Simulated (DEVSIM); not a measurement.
Structure: Schottky contact on n-type Si, at 300 K.

```csv
layer (left to right),material,thickness (μm),Nd (cm⁻³),τn (s),τp (s)
1,Si,7.10,1.6e16,0.00073,0.00073
```

Left contact: Schottky, work function 4.65 eV, emission velocity 1.6e6 cm/s. Right contact: ohmic. Voltage is applied to the left contact. Recombination: SRH at mid-gap, Auger. Mobility is μmin + (μ − μmin)/(1 + (N/Nref)^α).

The device is made up for the run: typed textbook-type constants, with dimensions and the other settings drawn at random. Values at 300 K.

```tsv
parameter	Si
gap (eV)	1.124
affinity (eV)	4.05
permittivity	11.7
Nc (cm⁻³)	2.86e19
Nv (cm⁻³)	3.1e19
μn (cm²/Vs)	1417
μp (cm²/Vs)	470
μn,min	52
μp,min	45
Nref,n	9.7e16
Nref,p	2.2e17
αn	0.68
αp	0.72
Cn (cm⁶/s)	2.8e-31
Cp (cm⁶/s)	9.9e-32
```

Simulated with DEVSIM: 1D drift-diffusion, Boltzmann statistics, complete ionisation; no tunnelling, impact ionisation, image-force lowering or self-heating. Metal contacts follow the ideal Schottky-Mott rule: no Fermi-level pinning, no interface dipoles.

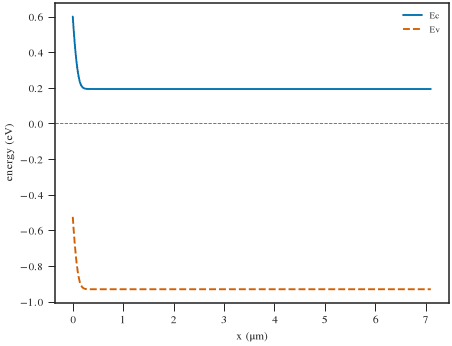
Band edges at zero bias

Energies count from the Fermi level of the right contact; mesh points crowd at the junctions.

```json
[
 {"x (μm)": "0.000", "Ec (eV)": "0.600", "Ev (eV)": "-0.524", "n (cm⁻³)": "2.4e9", "p (cm⁻³)": "4.9e10", "field (V/cm)": "-43000"},
 {"x (μm)": "0.01358", "Ec (eV)": "0.543", "Ev (eV)": "-0.581", "n (cm⁻³)": "2.1e10", "p (cm⁻³)": "5.5e9", "field (V/cm)": "-40000"},
 {"x (μm)": "0.03480", "Ec (eV)": "0.464", "Ev (eV)": "-0.660", "n (cm⁻³)": "4.6e11", "p (cm⁻³)": "2.5e8", "field (V/cm)": "-35000"},
 {"x (μm)": "0.06428", "Ec (eV)": "0.372", "Ev (eV)": "-0.752", "n (cm⁻³)": "1.6e13", "p (cm⁻³)": "7300000", "field (V/cm)": "-27000"},
 {"x (μm)": "0.1383", "Ec (eV)": "0.235", "Ev (eV)": "-0.889", "n (cm⁻³)": "3.2e15", "p (cm⁻³)": "36000", "field (V/cm)": "-10000"},
 {"x (μm)": "0.2296", "Ec (eV)": "0.197", "Ev (eV)": "-0.927", "n (cm⁻³)": "1.4e16", "p (cm⁻³)": "8200", "field (V/cm)": "-960"},
 {"x (μm)": "0.3565", "Ec (eV)": "0.194", "Ev (eV)": "-0.930", "n (cm⁻³)": "1.6e16", "p (cm⁻³)": "7300", "field (V/cm)": "-20"},
 {"x (μm)": "0.6751", "Ec (eV)": "0.194", "Ev (eV)": "-0.930", "n (cm⁻³)": "1.6e16", "p (cm⁻³)": "7300", "field (V/cm)": "≈ 0"},
 {"x (μm)": "1.025", "Ec (eV)": "0.194", "Ev (eV)": "-0.930", "n (cm⁻³)": "1.6e16", "p (cm⁻³)": "7300", "field (V/cm)": "≈ 0"},
 {"x (μm)": "1.614", "Ec (eV)": "0.194", "Ev (eV)": "-0.930", "n (cm⁻³)": "1.6e16", "p (cm⁻³)": "7300", "field (V/cm)": "≈ 0"},
 {"x (μm)": "2.534", "Ec (eV)": "0.194", "Ev (eV)": "-0.930", "n (cm⁻³)": "1.6e16", "p (cm⁻³)": "7300", "field (V/cm)": "≈ 0"},
 {"x (μm)": "4.206", "Ec (eV)": "0.194", "Ev (eV)": "-0.930", "n (cm⁻³)": "1.6e16", "p (cm⁻³)": "7300", "field (V/cm)": "≈ 0"},
 {"x (μm)": "5.256", "Ec (eV)": "0.194", "Ev (eV)": "-0.930", "n (cm⁻³)": "1.6e16", "p (cm⁻³)": "7300", "field (V/cm)": "≈ 0"},
 {"x (μm)": "5.928", "Ec (eV)": "0.194", "Ev (eV)": "-0.930", "n (cm⁻³)": "1.6e16", "p (cm⁻³)": "7300", "field (V/cm)": "≈ 0"},
 {"x (μm)": "6.446", "Ec (eV)": "0.194", "Ev (eV)": "-0.930", "n (cm⁻³)": "1.6e16", "p (cm⁻³)": "7300", "field (V/cm)": "≈ 0"},
 {"x (μm)": "6.690", "Ec (eV)": "0.194", "Ev (eV)": "-0.930", "n (cm⁻³)": "1.6e16", "p (cm⁻³)": "7300", "field (V/cm)": "≈ 0"},
 {"x (μm)": "6.846", "Ec (eV)": "0.194", "Ev (eV)": "-0.930", "n (cm⁻³)": "1.6e16", "p (cm⁻³)": "7300", "field (V/cm)": "≈ 0"},
 {"x (μm)": "6.946", "Ec (eV)": "0.194", "Ev (eV)": "-0.930", "n (cm⁻³)": "1.6e16", "p (cm⁻³)": "7300", "field (V/cm)": "≈ 0"},
 {"x (μm)": "7.023", "Ec (eV)": "0.194", "Ev (eV)": "-0.930", "n (cm⁻³)": "1.6e16", "p (cm⁻³)": "7300", "field (V/cm)": "≈ 0"},
 {"x (μm)": "7.060", "Ec (eV)": "0.194", "Ev (eV)": "-0.930", "n (cm⁻³)": "1.6e16", "p (cm⁻³)": "7300", "field (V/cm)": "≈ 0"},
 {"x (μm)": "7.083", "Ec (eV)": "0.194", "Ev (eV)": "-0.930", "n (cm⁻³)": "1.6e16", "p (cm⁻³)": "7300", "field (V/cm)": "≈ 0"},
 {"x (μm)": "7.100", "Ec (eV)": "0.194", "Ev (eV)": "-0.930", "n (cm⁻³)": "1.6e16", "p (cm⁻³)": "7300", "field (V/cm)": "≈ 0"}
]
```
